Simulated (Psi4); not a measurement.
**DSD-PBEP86/cc-pVDZ (density fitting for correlation) run of SiCNClF2 (SMILES N#C[Si](F)(F)Cl)**

What is the energy change on altering one bond length of SiCNClF2 at DSD-PBEP86/cc-pVDZ (density fitting for correlation)? Input form: a QCSchema input.

The calculation is run with Psi4 1.11.

6 further runs of the same task are left out: 2 that didn't finish, 4 set aside as unsound or not needed.

## 1. The structure to begin with

The species is SiCNClF2 (6 atoms), meant as a singlet with charge 0. As SMILES, `N#C[Si](F)(F)Cl`. The coordinates come from a PBE0-D4/def2-TZVP relaxation.

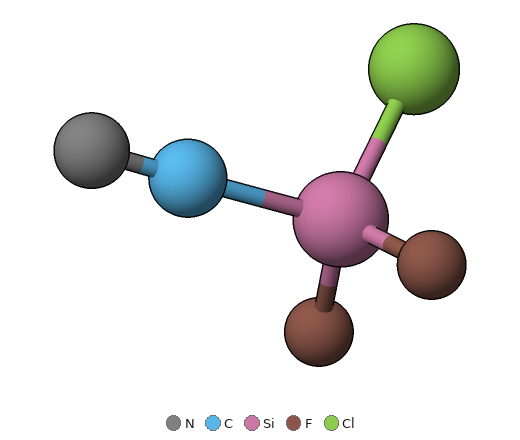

The structure, seen from a chosen angle (nitrogen grey, carbon blue, silicon pink, fluorine brown, chlorine green).

## 2. The energy at DSD-PBEP86/cc-pVDZ (density fitting for correlation)

Contents of cclf2nsi.json:

```json
{
  "schema_name": "qcschema_input",
  "schema_version": 1,
  "molecule": {
    "schema_name": "qcschema_molecule",
    "schema_version": 2,
    "symbols": ["N", "C", "Si", "F", "F", "Cl"],
    "geometry": [3.63847868, -2.06395887, 2.03599093, 1.94660688, -1.15141013, 1.02045211, -0.74530798, 0.33391461, -0.54858749, -2.8117235, -1.73911495, -0.99720848, 0.16554001, 1.35909103, -3.17285016, -2.11441456, 3.14053585, 1.57489775],
    "molecular_charge": 0,
    "molecular_multiplicity": 1,
    "fix_symmetry": "c1"
  },
  "driver": "energy",
  "model": {
    "method": "dsd-pbep86",
    "basis": "cc-pVDZ"
  },
  "keywords": {
    "puream": true,
    "e_convergence": 1e-09,
    "d_convergence": 1e-08,
    "scf_type": "pk",
    "dft_radial_points": 99,
    "dft_spherical_points": 590,
    "num_frozen_docc": 14
  }
}
```

On the command line:

```sh
$ psi4 --qcschema cclf2nsi.json -n 1 --memory 2200MB
```

stdout:

```text
[...]
  Running in c1 symmetry.
[...]
  Nuclear repulsion =  351.977763021774024
[...]
  Multiplicity = 1
[...]
  Nalpha       = 31
  Nbeta        = 31
[...]
    Number of basis functions: 92
[...]
   @RKS iter   1: -1040.72311922250015   -8.04573e-01   5.42096e-03 ADIIS/DIIS
[...]
   @RKS iter  12: -1040.82713947255070   -7.27596e-12   7.06016e-09 DIIS
[...]
    Orbital Energies [Eh]
    ---------------------
    Doubly Occupied:
       1A   -103.728385     2A    -68.044128     3A    -25.792092
       4A    -25.792052     5A    -15.193321     6A    -10.926543
       7A    -10.231789     8A     -7.796296     9A     -7.792129
      10A     -7.792115    11A     -6.017902    12A     -4.210468
      13A     -4.209579    14A     -4.208023    15A     -1.533993
      16A     -1.512816    17A     -1.156858    18A     -1.072931
      19A     -0.798269    20A     -0.709674    21A     -0.695156
      22A     -0.670196    23A     -0.635208    24A     -0.630980
      25A     -0.617953    26A     -0.563071    27A     -0.523159
      28A     -0.490740    29A     -0.483615    30A     -0.471565
      31A     -0.464188
[...]
  @RKS Final Energy: -1040.82713947255070
   => Energetics <=
    Nuclear Repulsion Energy =            351.9777630217740239
    One-Electron Energy =               -2139.4203628758559717
    Two-Electron Energy =                 770.0358918509477917
    DFT Exchange-Correlation Energy =     -23.4204314694166342
    Empirical Dispersion Energy =           0.0000000000000000
    VV10 Nonlocal Energy =                  0.0000000000000000
    Total Energy =                      -1040.8271394725506980
[...]
 Multipole Moments:
 ------------------------------------------------------------------------------------
     Multipole            Electronic (a.u.)      Nuclear  (a.u.)        Total (a.u.)
 ------------------------------------------------------------------------------------
 L = 1.  Multiply by 2.5417464519 to convert [e a0] to [Debye]
 Dipole X            :         -2.0592536            1.5101730           -0.5490806
 Dipole Y            :          0.9830971           -0.5214814            0.4616157
 Dipole Z            :         -1.4185387            1.3238881           -0.0946506
 Magnitude           :                                                    0.7235588
[...]
```

The result, in JSON:

```text
{
 "driver": "energy",
 "model": {
  "method": "dsd-pbep86",
  "basis": "cc-pVDZ"
 },
 "success": true,
 "return_result": -1041.2822357691832,
 "properties": {
  "calcinfo_nbasis": 92,
  "calcinfo_nmo": 92,
  "calcinfo_nalpha": 31,
  "calcinfo_nbeta": 31,
  "calcinfo_natom": 6,
  "nuclear_repulsion_energy": 351.977763021774,
  "return_energy": -1041.2822357691832,
  "scf_one_electron_energy": -2139.420362875856,
  "scf_two_electron_energy": 770.0358918509478,
  "scf_xc_energy": -23.420431469416634,
  "scf_dipole_moment": [-0.5490805844826268, 0.4616157319102676, -0.0946506348112428],
  "scf_total_energy": -1040.8271394725507,
  "scf_iterations": 12
 }
}
```

It took 16 s on 1 thread of Intel Xeon 6975P-C (Granite Rapids), shared host; peak memory 1.1 GiB.

## 3. The distorted shape

Contents of job.json:

```json
{
  "schema_name": "qcschema_input",
  "schema_version": 1,
  "molecule": {
    "schema_name": "qcschema_molecule",
    "schema_version": 2,
    "symbols": ["N", "C", "Si", "F", "F", "Cl"],
    "geometry": [2.90979273, -2.88410946, 4.13542374, 1.21792093, -1.97156071, 3.11988492, -1.47399394, -0.48623598, 1.55084532, -3.54040945, -2.55926554, 1.10222434, 0.16554001, 1.35909103, -3.17285016, -2.84310051, 2.32038526, 3.67433056],
    "molecular_charge": 0,
    "molecular_multiplicity": 1,
    "fix_symmetry": "c1",
    "fix_com": true,
    "fix_orientation": true
  },
  "driver": "energy",
  "model": {
    "method": "dsd-pbep86",
    "basis": "cc-pVDZ"
  },
  "keywords": {
    "puream": true,
    "e_convergence": 1e-09,
    "d_convergence": 1e-08,
    "scf_type": "pk",
    "dft_radial_points": 99,
    "dft_spherical_points": 590,
    "num_frozen_docc": 14
  }
}
```

On the command line:

```sh
$ psi4 --qcschema job.json -n 1 --memory 2200MB
```

stdout:

```text
[...]
  Running in c1 symmetry.
[...]
  Nuclear repulsion =  316.171380593553465
[...]
  Multiplicity = 1
[...]
  Nalpha       = 31
  Nbeta        = 31
[...]
    Number of basis functions: 92
[...]
   @RKS iter   1: -1040.37165908346287   -9.95501e-01   7.41517e-03 ADIIS/DIIS
[...]
   @RKS iter  16: -1040.60767798299435   -2.27374e-12   3.28607e-09 DIIS
[...]
    Orbital Energies [Eh]
    ---------------------
    Doubly Occupied:
       1A   -103.775460     2A    -68.109945     3A    -25.839635
       4A    -25.633661     5A    -15.231276     6A    -10.966135
       7A    -10.277740     8A     -7.842441     9A     -7.837913
      10A     -7.837673    11A     -6.077558    12A     -4.269575
      13A     -4.268598    14A     -4.267377    15A     -1.566615
      16A     -1.273133    17A     -1.191250    18A     -1.113496
      19A     -0.823071    20A     -0.731346    21A     -0.691923
      22A     -0.683036    23A     -0.612903    24A     -0.559175
      25A     -0.533317    26A     -0.524152    27A     -0.505472
      28A     -0.498942    29A     -0.440010    30A     -0.439895
      31A     -0.397974
[...]
  @RKS Final Energy: -1040.60767798299435
   => Energetics <=
    Nuclear Repulsion Energy =            316.1713805935534651
    One-Electron Energy =               -2067.2973054406547817
    Two-Electron Energy =                 733.8801238302114598
    DFT Exchange-Correlation Energy =     -23.3618769661045604
    Empirical Dispersion Energy =           0.0000000000000000
    VV10 Nonlocal Energy =                  0.0000000000000000
    Total Energy =                      -1040.6076779829943462
[...]
 Multipole Moments:
 ------------------------------------------------------------------------------------
     Multipole            Electronic (a.u.)      Nuclear  (a.u.)        Total (a.u.)
 ------------------------------------------------------------------------------------
 L = 1.  Multiply by 2.5417464519 to convert [e a0] to [Debye]
 Dipole X            :         70.6466881          -71.6663741           -1.0196860
 Dipole Y            :         10.0695403          -10.1804554           -0.1109151
 Dipole Z            :       -111.4921690          113.2070973            1.7149283
 Magnitude           :                                                    1.9982594
[...]
```

The result, in JSON:

```text
{
 "driver": "energy",
 "model": {
  "method": "dsd-pbep86",
  "basis": "cc-pVDZ"
 },
 "success": true,
 "return_result": -1041.0882492411945,
 "properties": {
  "calcinfo_nbasis": 92,
  "calcinfo_nmo": 92,
  "calcinfo_nalpha": 31,
  "calcinfo_nbeta": 31,
  "calcinfo_natom": 6,
  "nuclear_repulsion_energy": 316.17138059355347,
  "return_energy": -1041.0882492411945,
  "scf_one_electron_energy": -2067.297305440655,
  "scf_two_electron_energy": 733.8801238302115,
  "scf_xc_energy": -23.36187696610456,
  "scf_dipole_moment": [-1.019685951053404, -0.11091508644119585, 1.7149283247364338],
  "scf_total_energy": -1040.6076779829943,
  "scf_iterations": 16
 }
}
```

It took 17 s on 1 thread of Intel Xeon 6975P-C (Granite Rapids), shared host; peak memory 1.1 GiB.

## 4. Results

At DSD-PBEP86/cc-pVDZ (density fitting for correlation), 14 core orbitals frozen:

| quantity | value |
| --- | --- |
| first shape: total energy | -1041.28224 Eh |
| first shape: HOMO energy (SCF part's orbitals) | -12.63 eV |
| first shape: LUMO energy (SCF part's orbitals) | 1.12 eV |
| first shape: HOMO–LUMO gap (SCF part's orbitals) | 13.75 eV |
| distorted shape: total energy | -1041.08825 Eh |
| distorted shape: HOMO energy (SCF part's orbitals) | -10.83 eV |
| distorted shape: LUMO energy (SCF part's orbitals) | -3.12 eV |
| distorted shape: HOMO–LUMO gap (SCF part's orbitals) | 7.71 eV |
| energy change with the Si3–F5 bond stretched from 1.567 to 2.820 Å | 5.279 eV |

In words: With the Si3–F5 bond stretched from 1.567 to 2.820 Å the energy rises by 5.28 eV (122 kcal/mol). The first shape isn't relaxed at this level, so the change isn't measured from a minimum. A restricted reference can't describe the breaking bond well at this length.
